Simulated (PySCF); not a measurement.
Energy and gradient calculation, with input and output: SnCl2F2

SnCl2F2, computed with PBE0/def2-SVP, RKS, core potentials def2-svp (PySCF 2.14.0).

The geometry comes from this level: PBE0-D4/def2-TZVP. Figures and captions count atoms from 1; the log counts them from 0 in places.

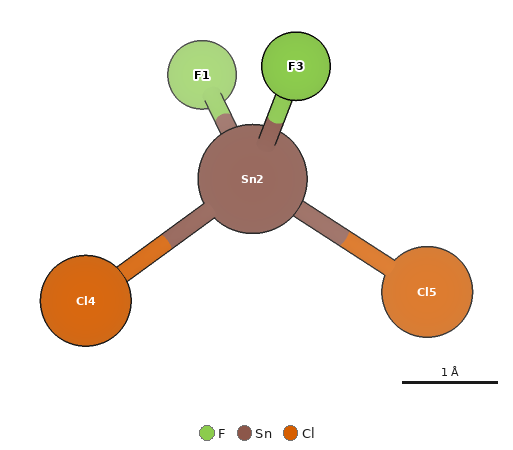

*The input geometry (ball-and-stick view, seen at a tilt; atoms are numbered from 1 in the order of the input). Sticks mark near contacts.*

**Results in brief**

```tsv
quantity	value
outcome	converged
total energy	−1333.577492 hartree
basis functions	90
largest force	0.774 eV/Å
HOMO	−10.08 eV
LUMO	−3.15 eV
dipole moment	1.44 D
hardware	1 thread of Intel Xeon @ 2.50GHz (Skylake/Cascade Lake), 189 GiB of memory available, shared host
wall time	64 s
peak memory	0.88 GiB
```

**Input file (calc.py)**
```python
# [F][Sn]([F])([Cl])[Cl]
import pyscf.grad
from pyscf import gto, dft

mol = gto.M(
    atom=[
    ('F', (-0.136000, -0.318500, 1.871500)),
    ('Sn', (0.031600, -0.036600, 0.013600)),
    ('F', (1.509000, -1.080200, -0.523100)),
    ('Cl', (-1.837700, -0.793000, -1.030000)),
    ('Cl', (0.483000, 2.154700, -0.373400)),
],
    max_memory=1860,
    ecp={'Sn': 'def2-svp'},
    spin=0,
    basis='def2-svp',
    verbose=4,
    charge=0,
)

ks = dft.RKS(mol, xc='pbe0')
ks.conv_tol = 1e-10
ks.grids.level = 5
ks.kernel()
if not ks.converged:
    ks = ks.newton().run(ks.mo_coeff, ks.mo_occ)

e_tot = ks.e_tot
print(f'total energy: {e_tot:.8f} hartree')
grad = ks.Gradients().kernel()
dip = ks.dip_moment()
pop, q = ks.mulliken_pop()
```

Run as:
```bash
OMP_NUM_THREADS=1 python calc.py
```

**Output**
```
PySCF version 2.14.0

[INPUT] num. atoms = 5
[INPUT] num. electrons = 74
[INPUT] charge = 0
[INPUT] spin (= nelec alpha-beta = 2S) = 0
[INPUT] symmetry False subgroup None
[INPUT] Mole.unit = angstrom
[INPUT] Symbol           X                Y                Z      unit          X                Y                Z       unit  Magmom
[INPUT]  1 F     -0.136000000000  -0.318500000000   1.871500000000 AA   -0.257002752941  -0.601877770674   3.536622442124 Bohr   0.0
[INPUT]  2 Sn     0.031600000000  -0.036600000000   0.013600000000 AA    0.059715345536  -0.069163976159   0.025700275294 Bohr   0.0
[INPUT]  3 F      1.509000000000  -1.080200000000  -0.523100000000 AA    2.851596721969  -2.041282159755  -0.988515735760 Bohr   0.0
[INPUT]  4 Cl    -1.837700000000  -0.793000000000  -1.030000000000 AA   -3.472749699113  -1.498552816780  -1.946417908302 Bohr   0.0
[INPUT]  5 Cl     0.483000000000   2.154700000000  -0.373400000000 AA    0.912737718165   4.071792880600  -0.705623734913 Bohr   0.0

nuclear repulsion = 435.160609101594
number of shells = 38
number of NR pGTOs = 181
number of NR cGTOs = 90
basis = def2-svp
ecp = {'Sn': 'def2-svp'}

******** <class 'pyscf.dft.rks.RKS'> ********
method = RKS
initial guess = minao
damping factor = 0
level_shift factor = 0
DIIS = <class 'pyscf.scf.diis.CDIIS'>
diis_start_cycle = 1
diis_space = 8
diis_damp = 0
SCF conv_tol = 1e-10
SCF conv_tol_grad = None
SCF max_cycles = 50
direct_scf = True
direct_scf_tol = 1e-13
XC library pyscf.dft.libxc version 7.0.0
    S. Lehtola, C. Steigemann, M. J.T. Oliveira, and M. A.L. Marques.,  SoftwareX 7, 1–5 (2018)
XC functionals = pbe0
radial grids:
    Treutler-Ahlrichs [JCP 102, 346 (1995); DOI:10.1063/1.469408] (M4) radial grids

becke partition: Becke, JCP 88, 2547 (1988); DOI:10.1063/1.454033
pruning grids: <function nwchem_prune>
grids dens level: 5
symmetrized grids: False
atomic radii adjust function: <function treutler_atomic_radii_adjust>
small_rho_cutoff = 0
Set gradient conv threshold to 1e-05
Initial guess from minao.
tot grids = 220856
init E= -1310.85870585282
  HOMO = -0.721149158159276  LUMO = -0.675415731633554  gap/eV = 1.24447
cycle= 1 E= -1331.89757574991  delta_E=  -21  |g|= 2.71  |ddm|= 7.32
  HOMO = -0.0447032994350936  LUMO = 0.0903570290001667  gap/eV = 3.67518
cycle= 2 E= -1331.73306271241  delta_E= 0.165  |g|= 2.96  |ddm|= 6.54
  HOMO = -0.362267715136147  LUMO = -0.0994196370083742  gap/eV = 7.15246
cycle= 3 E= -1333.56697945099  delta_E= -1.83  |g|= 0.207  |ddm|= 2.91
  HOMO = -0.371392009987887  LUMO = -0.1213157811681  gap/eV = 6.80492
cycle= 4 E= -1333.56434763692  delta_E= 0.00263  |g|= 0.271  |ddm|= 0.458
  HOMO = -0.369339889301714  LUMO = -0.119672639942799  gap/eV = 6.79379
cycle= 5 E= -1333.57723848117  delta_E= -0.0129  |g|= 0.0339  |ddm|= 0.23
  HOMO = -0.371351968153187  LUMO = -0.11628598142849  gap/eV = 6.94070
cycle= 6 E= -1333.57748591657  delta_E= -0.000247  |g|= 0.00503  |ddm|= 0.0388
  HOMO = -0.370473090181623  LUMO = -0.11579589418303  gap/eV = 6.93012
cycle= 7 E= -1333.5774918959  delta_E= -5.98e-06  |g|= 0.000985  |ddm|= 0.00699
  HOMO = -0.370637832433526  LUMO = -0.115847174110158  gap/eV = 6.93321
cycle= 8 E= -1333.57749216188  delta_E= -2.66e-07  |g|= 0.000184  |ddm|= 0.00159
  HOMO = -0.370608752833858  LUMO = -0.115842007165625  gap/eV = 6.93256
cycle= 9 E= -1333.57749217234  delta_E= -1.05e-08  |g|= 2.64e-05  |ddm|= 0.00026
  HOMO = -0.370606956042078  LUMO = -0.115843539439446  gap/eV = 6.93247
cycle= 10 E= -1333.57749217256  delta_E= -2.21e-10  |g|= 1.75e-05  |ddm|= 5.92e-05
  HOMO = -0.37060700540919  LUMO = -0.115843454791154  gap/eV = 6.93247
cycle= 11 E= -1333.57749217262  delta_E= -5.98e-11  |g|= 6.33e-06  |ddm|= 1.65e-05
  HOMO = -0.370607323683464  LUMO = -0.115843352803282  gap/eV = 6.93248
```

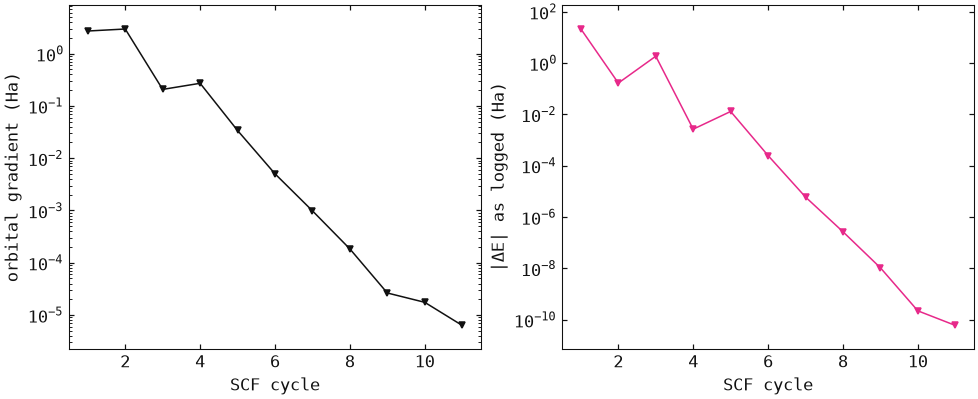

*Convergence of the self-consistent field: orbital gradient and size of the energy change against the SCF cycle.*

The residual falls almost steadily, with no more than small rises.

```
Extra cycle  E= -1333.5774921726  delta_E= 2e-11  |g|= 1.05e-05  |ddm|= 1.24e-05
converged SCF energy = -1333.5774921726
total energy: -1333.57749217 hartree

******** <class 'pyscf.grad.rks.Gradients'> for <class 'pyscf.dft.rks.RKS'> ********
unit = Eh/Bohr
grid_response = False
--------------- RKS gradients ---------------
         x                y                z
0 F     0.0013657256     0.0022243040    -0.0148141520
1 Sn     0.0030533636    -0.0030906450     0.0031623550
2 F    -0.0117334402     0.0082743521     0.0042808939
3 Cl     0.0093377900     0.0035326803     0.0052843860
4 Cl    -0.0020406498    -0.0109331411     0.0020700705
----------------------------------------------
Dipole moment(X, Y, Z, Debye): -0.82444,  0.83443, -0.83100
 ** Mulliken pop  **
pop of  0 F 1s            1.99027
pop of  0 F 2s            1.12578
pop of  0 F 3s            0.83520
pop of  0 F 2px           1.15599
pop of  0 F 2py           1.15312
pop of  0 F 2pz           0.99838
pop of  0 F 3px           0.74973
pop of  0 F 3py           0.74708
pop of  0 F 3pz           0.64060
pop of  0 F 3dxy          0.00003
pop of  0 F 3dyz          0.00087
pop of  0 F 3dz^2         0.00184
pop of  0 F 3dxz          0.00082
pop of  0 F 3dx2-y2       0.00003
pop of  1 Sn 4s           1.60220
pop of  1 Sn 5s           0.41669
pop of  1 Sn 6s           0.96814
pop of  1 Sn 7s          -0.02267
pop of  1 Sn 4px          1.08503
pop of  1 Sn 4py          1.08456
pop of  1 Sn 4pz          1.08572
pop of  1 Sn 5px          0.91662
pop of  1 Sn 5py          0.91704
pop of  1 Sn 5pz          0.91602
pop of  1 Sn 6px          0.38634
pop of  1 Sn 6py          0.40907
pop of  1 Sn 6pz          0.35310
pop of  1 Sn 7px          0.09162
pop of  1 Sn 7py          0.09239
pop of  1 Sn 7pz          0.09047
pop of  1 Sn 4dxy         1.95151
pop of  1 Sn 4dyz         1.95197
pop of  1 Sn 4dz^2        1.95493
pop of  1 Sn 4dxz         1.95370
pop of  1 Sn 4dx2-y2      1.95197
pop of  1 Sn 5dxy         0.12550
pop of  1 Sn 5dyz         0.13530
pop of  1 Sn 5dz^2        0.11300
pop of  1 Sn 5dxz         0.13328
pop of  1 Sn 5dx2-y2      0.13474
pop of  2 F 1s            1.99027
pop of  2 F 2s            1.12578
pop of  2 F 3s            0.83521
pop of  2 F 2px           1.05637
pop of  2 F 2py           1.10645
pop of  2 F 2pz           1.14464
pop of  2 F 3px           0.68018
pop of  2 F 3py           0.71450
pop of  2 F 3pz           0.74277
pop of  2 F 3dxy          0.00124
pop of  2 F 3dyz          0.00038
pop of  2 F 3dz^2         0.00046
pop of  2 F 3dxz          0.00069
pop of  2 F 3dx2-y2       0.00082
pop of  3 Cl 1s           1.99942
pop of  3 Cl 2s           1.98578
pop of  3 Cl 3s           1.27040
pop of  3 Cl 4s           0.69536
pop of  3 Cl 2px          1.97544
pop of  3 Cl 2py          1.97808
pop of  3 Cl 2pz          1.97766
pop of  3 Cl 3px          0.65152
pop of  3 Cl 3py          0.74345
pop of  3 Cl 3pz          0.72815
pop of  3 Cl 4px          0.95375
pop of  3 Cl 4py          1.12653
pop of  3 Cl 4pz          1.10012
pop of  3 Cl 3dxy         0.00367
pop of  3 Cl 3dyz         0.00135
pop of  3 Cl 3dz^2        0.00171
pop of  3 Cl 3dxz         0.00509
pop of  3 Cl 3dx2-y2      0.00367
pop of  4 Cl 1s           1.99942
pop of  4 Cl 2s           1.98578
pop of  4 Cl 3s           1.27040
pop of  4 Cl 4s           0.69535
pop of  4 Cl 2px          1.97843
pop of  4 Cl 2py          1.97424
pop of  4 Cl 2pz          1.97851
pop of  4 Cl 3px          0.75549
pop of  4 Cl 3py          0.60981
pop of  4 Cl 3pz          0.75783
pop of  4 Cl 4px          1.15032
pop of  4 Cl 4py          0.87383
pop of  4 Cl 4pz          1.15623
pop of  4 Cl 3dxy         0.00344
pop of  4 Cl 3dyz         0.00313
pop of  4 Cl 3dz^2        0.00231
pop of  4 Cl 3dxz         0.00022
pop of  4 Cl 3dx2-y2      0.00638
 ** Mulliken atomic charges  **
charge of    0F =     -0.39974
charge of    1Sn =      1.20176
charge of    2F =     -0.39975
charge of    3Cl =     -0.20114
charge of    4Cl =     -0.20112
```

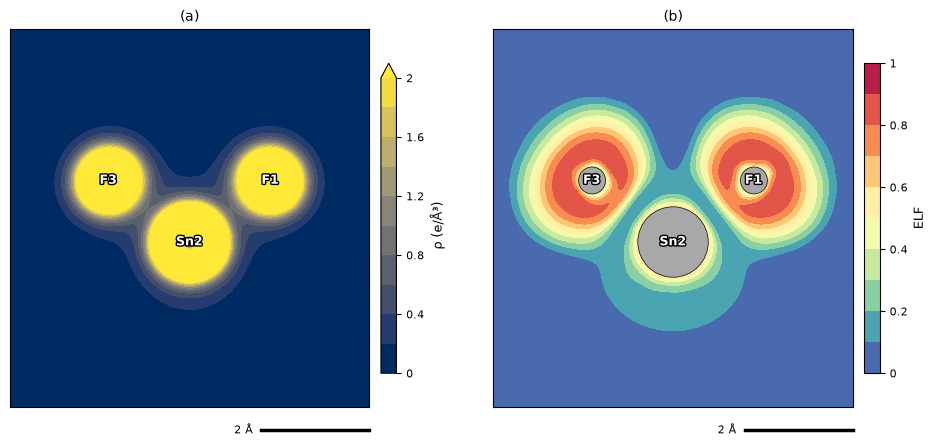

*(a) total electron density; (b) electron localisation function on the plane of atoms F1, Sn2 and F3. Grey discs, where drawn, cover atomic cores.*

Atoms in the plane: F and Sn. Sn–F (1.89 Å): ρ is about 0.82 e/Å³ halfway; the ELF peaks at about 0.80 in the valence shell of F, 0.5 Å from its nucleus, and drops to about 0.10 between the two atoms.

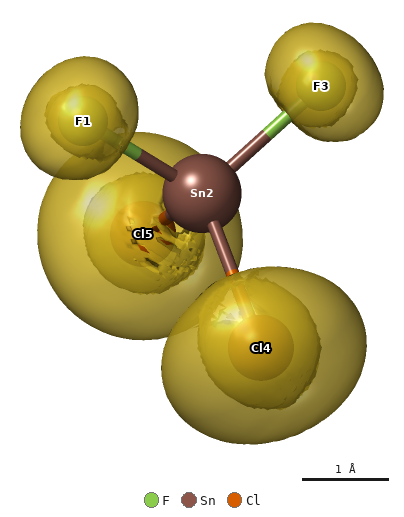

*Isosurface of the ELF at 0.8 (yellow), seen at an oblique angle. Only the valence region is drawn (cores and ρ < 0.01 e/Å³ removed).*

Profiles from the grid: Sn–F (1.89 Å): the ELF peaks at about 0.80 in the valence shell of F, 0.5 Å from its nucleus, and drops to about 0.10 between the two atoms. Sn–Cl (2.27 Å): the ELF peaks at about 0.80 in the valence shell of Cl, 0.8 Å from its nucleus, and drops to about 0.15 between the two atoms.

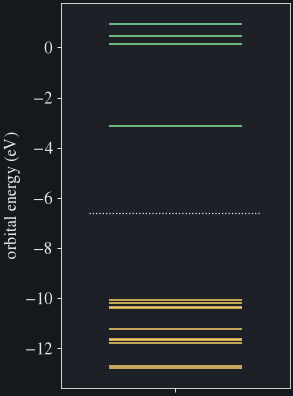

*Orbital energies near the frontier; the dotted line parts filled from empty levels, and levels within 0.02 eV of each other stand side by side.*

Highest filled −10.08 eV, lowest empty −3.15 eV, 6.93 eV apart.
